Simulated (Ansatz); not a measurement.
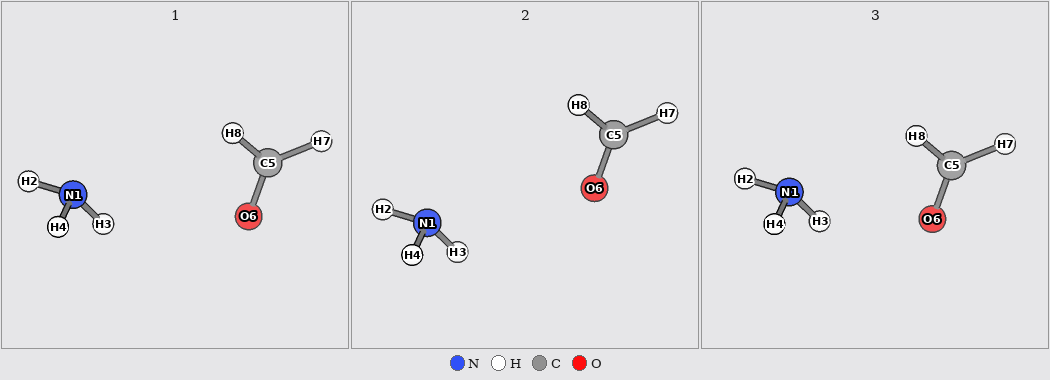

The pair H₃N···CH₂O. 
- First axis: separation of C5 and N1 along their line in the relaxed pair. Second axis: sideways slip of N1, H2, H3, H4.
- Nothing is relaxed (both partners rigid).
- The grid has 11 × 11 points.
- Points are written as (first, second).
- Energies are in kJ/mol, from the two partners far apart, frozen as in the relaxed pair, each in its own basis (no counterpoise correction).
- All numbers below come from RKS PBE0-D4/def2-TZVPD in Ansatz 0.2.0.

The numbered pictures are structures from this grid.

Rank them by energy, lowest first.

Answer. 3, at (3.275 Å, 0.00 Å): −16.5 kJ/mol; 1, at (3.934 Å, 0.00 Å): −10.6 kJ/mol; 2, at (3.699 Å, 1.32 Å): −5.7 kJ/mol.

The map, with the structures marked:

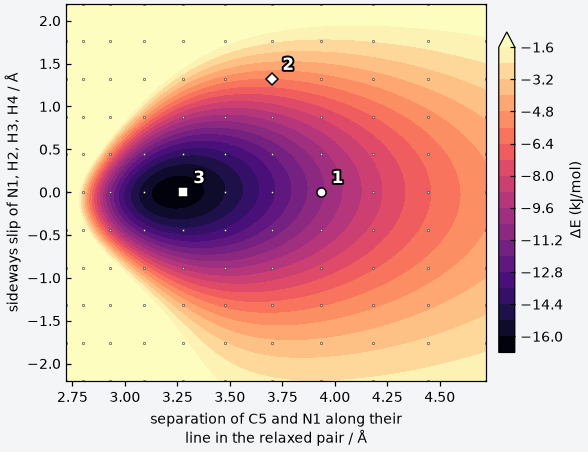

Drawn: filled contours, dots at the grid points, one colour for all values above the top of the scale. Between grid points the surface is interpolated.
